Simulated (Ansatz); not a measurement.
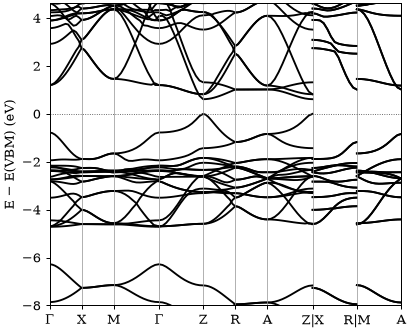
Band structure from r²SCAN in the plane-wave PAW code Ansatz

Q: Read off the gap and where the band edges lie.

A: About 0.6 eV (0.61 eV by a search for the band edges); maximum at Z, minimum at Z.

The material is CsSnI3 in space group P4/mbm (No. 127; Cs on 2d, Sn on 2b, I on 4h, I on 2a).

The workflow started from a Materials Project entry (that database holds measured and hypothetical structures alike); the Crystallography Open Database files this formula in space group No. 127, but the cells were not matched. It is not the phase usual at ambient conditions (space group No. 62). The cell was relaxed with r²SCAN under the symmetry of its start; whether a distortion lowers the energy is not shown. Scalar-relativistic: spin–orbit coupling is off unless named, which matters more the heavier the elements.

Potentials: the later of the program's two PAW sets.
